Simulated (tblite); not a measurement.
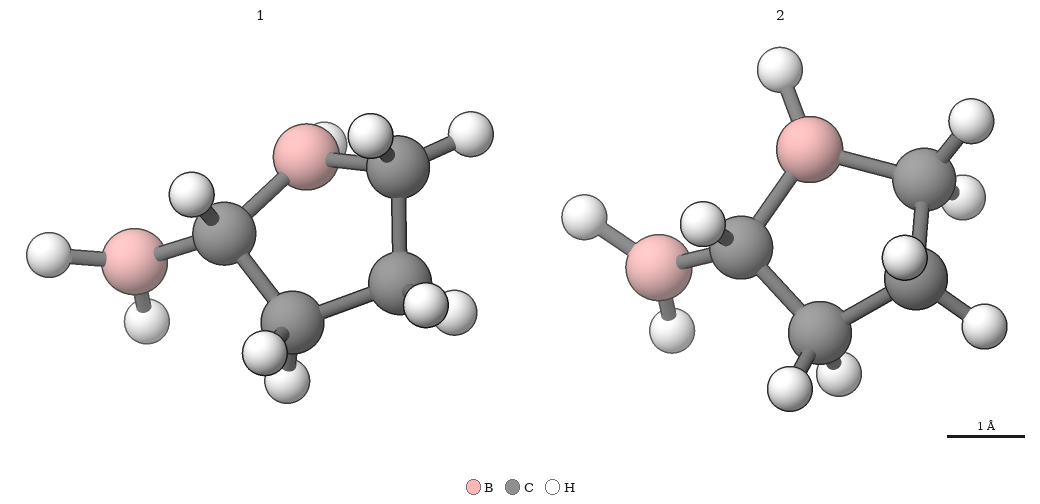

Two geometries of C$_{4}$H$_{10}$B$_{2}$, drawn at one scale. One is the start of a relaxation, the other its converged end. A ball-and-stick model, seen at a tilt.

These are results of tblite, GFN2-xTB geometry optimisation, gas phase, not measurements. 

Question: Which one is relaxed?

Answer: Structure 2 is the relaxed one. The atom that moves furthest after the best rigid fit is an H atom (1.71 Å). Largest moves by element: H 1.71 Å, C 0.44 Å, B 0.43 Å. Among the contacts that change: C–C 1.504 → 1.542 Å, B–C 1.610 → 1.573 Å, C–H 1.119 → 1.091 Å, B–C 1.580 → 1.553 Å. Bond angles that change, for instance: B–C–H 107.8° → 116.7°, H–C–H 114.5° → 106.0°, C–B–C 100.2° → 106.8°. Groups turn about C–C by about 70°, C–C by about 50°. Over 124 geometry steps the energy falls by 23.0 kcal/mol. The run took 0.62 s on 1 thread of Arm Neoverse V1, on a shared host.
